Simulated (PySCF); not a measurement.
# Two runs on C2H11NSi2

System: C2H11NSi2.
Method of run A: GIAO PBE0/pcSseg-1 NMR shielding, non-relativistic, gas phase (PySCF 2.14.0).

The geometry comes from this level: GFN2-xTB. Text and figures count atoms from 1; the logs count them from 0 in places.

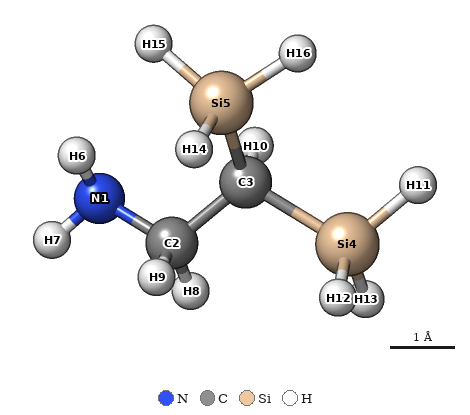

Figure 1. The structure (ball-and-stick view, seen at a tilt; atoms are numbered from 1 in the order of the input). Bond lengths as drawn: C–C 1.53 Å, C–H 1.10 to 1.11 Å, C–N 1.45 Å, C–Si 1.90 to 1.91 Å, H–N 1.01 Å and H–Si 1.46 to 1.47 Å.

### The input, run A
```
{"job": {"kind": "nmr", "xc": "PBE0", "basis": "pcSseg-1"}, "charge": 0, "multiplicity": 1}
N     -1.760469    -1.213960    -0.778960
C     -0.415744    -1.167560    -0.227629
C      0.218476     0.206649    -0.443153
Si     2.093860     0.124515    -0.120266
Si    -0.640090     1.571815     0.573559
H     -2.363673    -0.564679    -0.285592
H     -2.153674    -2.143226    -0.673947
H      0.163232    -1.933657    -0.756131
H     -0.381138    -1.418629     0.848100
H      0.079099     0.453012    -1.501010
H      2.693118     1.433403    -0.381242
H      2.349205    -0.263439     1.269870
H      2.702607    -0.873575    -1.005328
H     -0.685320     1.165291     1.982701
H     -2.015663     1.810892     0.119824
H      0.108575     2.822092     0.444939
```

The first line tells a small driver script what to run in PySCF; the rest is the geometry in Å.

Launched with:
```bash
OMP_NUM_THREADS=1 python <driver script> task.json out
```

Hardware: 1 CPU thread, shared host.

### Output (run A)
```
coarse grid: 13304 points
cycle   1  E = -716.0309986151  dE =  1.149e-01  |g| = 4.079e-01  |ddm| = 3.399e+00
cycle   2  E = -716.0092158532  dE =  2.178e-02  |g| = 5.067e-01  |ddm| = 8.299e-01
cycle   3  E = -716.0703117377  dE = -6.110e-02  |g| = 4.046e-02  |ddm| = 5.095e-01
cycle   4  E = -716.0706939970  dE = -3.823e-04  |g| = 1.067e-02  |ddm| = 5.313e-02
cycle   5  E = -716.0707143558  dE = -2.036e-05  |g| = 5.866e-03  |ddm| = 1.558e-02
cycle   6  E = -716.0707220044  dE = -7.649e-06  |g| = 7.669e-04  |ddm| = 4.988e-03
final grid: 116352 points
cycle   7  E = -716.0966124338  dE = -2.179e-05  |g| = 7.034e-03  |ddm| = 2.139e-02
cycle   8  E = -716.0966037776  dE =  8.656e-06  |g| = 9.247e-03  |ddm| = 1.442e-02
cycle   9  E = -716.0966240131  dE = -2.024e-05  |g| = 4.279e-04  |ddm| = 8.420e-03
cycle  10  E = -716.0966240471  dE = -3.401e-08  |g| = 1.491e-04  |ddm| = 5.198e-04
cycle  11  E = -716.0966240521  dE = -4.966e-09  |g| = 4.301e-05  |ddm| = 1.418e-04
cycle  12  E = -716.0966240525  dE = -4.172e-10  |g| = 1.118e-05  |ddm| = 5.383e-05
converged SCF energy = -716.0966240525

GIAO shielding tensors (ppm)
atom      isotropic    diamagn.    paramagn.     s11        s22        s33       span
  0 N      221.024     313.885     -92.861    187.168    225.947    249.957     62.789
  1 C      138.835     245.646    -106.811    122.435    136.499    157.572     35.137
  2 C      180.124     255.585     -75.461    159.251    179.133    201.988     42.737
  3 Si     416.706     880.210    -463.504    372.851    402.441    474.827    101.976
  4 Si     420.562     880.689    -460.127    379.903    405.737    476.045     96.142
  5 H       31.185      32.290      -1.104     23.140     31.885     38.531     15.391
  6 H       30.625      29.927       0.697     23.207     27.159     41.508     18.301
  7 H       28.639      31.096      -2.458     22.722     29.664     33.529     10.808
  8 H       28.543      32.148      -3.606     23.487     28.941     33.201      9.714
  9 H       31.019      32.356      -1.337     27.334     28.546     37.176      9.842
 10 H       27.771      29.321      -1.550     24.008     25.965     33.339      9.331
 11 H       27.982      29.479      -1.497     24.702     26.290     32.952      8.250
 12 H       27.756      29.248      -1.492     24.057     25.715     33.495      9.439
 13 H       28.066      29.965      -1.899     25.111     25.917     33.170      8.059
 14 H       27.509      29.787      -2.279     23.546     26.180     32.800      9.255
 15 H       27.833      29.668      -1.835     24.126     26.060     33.313      9.187
```

For run B the input was changed thus:
```diff
+"solvent": "chloroform"
+"pop": true
+"scf": {"guess": "huckel"}
```

How does run B compare with run A?

The total energy of run B is 2.7 kcal/mol lower: the change of the electrostatic solvation energy at this fixed geometry, without cavity or dispersion terms. The LUMO goes from 0.49 to 0.62 eV. The dipole moment goes from 1.17 to 1.40 D. Of all shieldings, the largest change is that of N1, by +2.5 ppm. The reaction field of the continuum polarises the molecule further, so the dipole moment is larger in solution. The SCF takes 11 iterations against 12.

### Output (run B)
```
final grid: 116352 points
cycle   1  E = -715.0102844822  dE = -8.335e-01  |g| = 2.055e+00  |ddm| = 4.082e+00
cycle   2  E = -713.3235519953  dE =  1.687e+00  |g| = 2.924e+00  |ddm| = 9.223e+00
cycle   3  E = -716.0548744812  dE = -2.731e+00  |g| = 4.213e-01  |ddm| = 8.669e+00
cycle   4  E = -716.0875588003  dE = -3.268e-02  |g| = 2.387e-01  |ddm| = 5.731e-01
cycle   5  E = -716.1003505883  dE = -1.279e-02  |g| = 4.579e-02  |ddm| = 2.030e-01
cycle   6  E = -716.1008639851  dE = -5.134e-04  |g| = 9.142e-03  |ddm| = 5.311e-02
cycle   7  E = -716.1008816436  dE = -1.766e-05  |g| = 2.508e-03  |ddm| = 1.127e-02
cycle   8  E = -716.1008828648  dE = -1.221e-06  |g| = 7.782e-04  |ddm| = 2.467e-03
cycle   9  E = -716.1008829912  dE = -1.264e-07  |g| = 8.019e-05  |ddm| = 6.483e-04
cycle  10  E = -716.1008829931  dE = -1.870e-09  |g| = 2.113e-05  |ddm| = 1.570e-04
cycle  11  E = -716.1008829932  dE = -1.374e-10  |g| = 1.860e-06  |ddm| = 3.437e-05
converged SCF energy = -716.1008829932

GIAO shielding tensors (ppm)
atom      isotropic    diamagn.    paramagn.     s11        s22        s33       span
  0 N      223.566     315.288     -91.722    188.911    228.706    253.080     64.169
  1 C      139.310     245.470    -106.161    122.795    137.088    158.047     35.252
  2 C      179.912     255.617     -75.706    158.965    178.831    201.940     42.975
  3 Si     416.420     880.182    -463.762    372.736    401.954    474.569    101.833
  4 Si     420.161     880.668    -460.508    379.821    405.326    475.335     95.513
  5 H       30.971      32.271      -1.300     22.900     31.403     38.610     15.710
  6 H       30.303      29.778       0.525     22.820     26.563     41.525     18.706
  7 H       28.595      31.060      -2.465     22.614     29.611     33.560     10.946
  8 H       28.501      32.019      -3.518     23.472     28.836     33.194      9.722
  9 H       31.002      32.329      -1.327     27.327     28.539     37.140      9.814
 10 H       27.808      29.380      -1.572     24.060     26.006     33.357      9.297
 11 H       28.002      29.526      -1.524     24.734     26.305     32.968      8.234
 12 H       27.776      29.290      -1.513     24.088     25.739     33.502      9.413
 13 H       28.086      30.015      -1.929     25.139     25.931     33.187      8.048
 14 H       27.514      29.806      -2.292     23.545     26.201     32.796      9.251
 15 H       27.882      29.742      -1.860     24.199     26.109     33.338      9.139
```

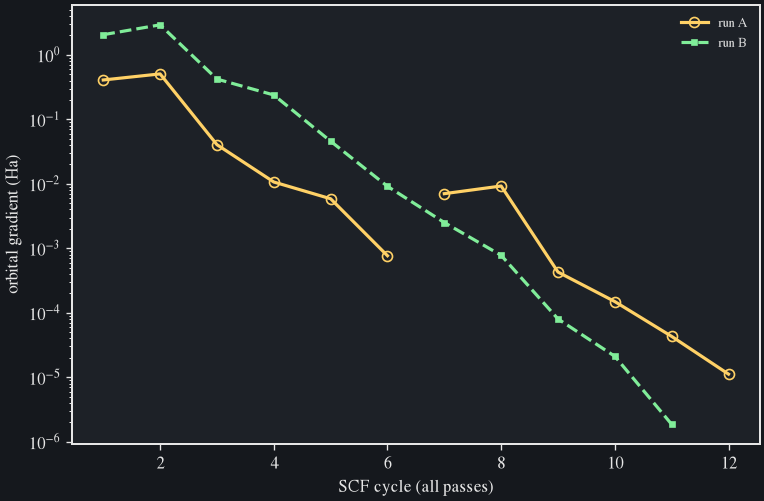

Figure 2. Convergence of the two runs: orbital gradient against the SCF cycle. A break in a curve parts two SCF passes (coarse and final grid). Run A takes 12 cycles in all, and run B takes 11.

### The two runs side by side

| quantity | run A | run B |
| --- | --- | --- |
| outcome | converged | converged |
| total energy (hartree) | −716.096624 | −716.100883 |
| HOMO (eV) | −6.92 | −6.89 |
| LUMO (eV) | 0.49 | 0.62 |
| dipole moment (D) | 1.17 | 1.40 |
| shielding of N1 (ppm) | 221.0 | 223.6 |
| shielding of C2 (ppm) | 138.8 | 139.3 |
| shielding of C3 (ppm) | 180.1 | 179.9 |
| shielding of Si4 (ppm) | 416.7 | 416.4 |
| shielding of Si5 (ppm) | 420.6 | 420.2 |
| shielding of H6 (ppm) | 31.2 | 31.0 |
| shielding of H7 (ppm) | 30.6 | 30.3 |
| SCF iterations | 12 | 11 |
| basis functions | 154 | 154 |
| wall time (shared host) | 41 s | 29 s |
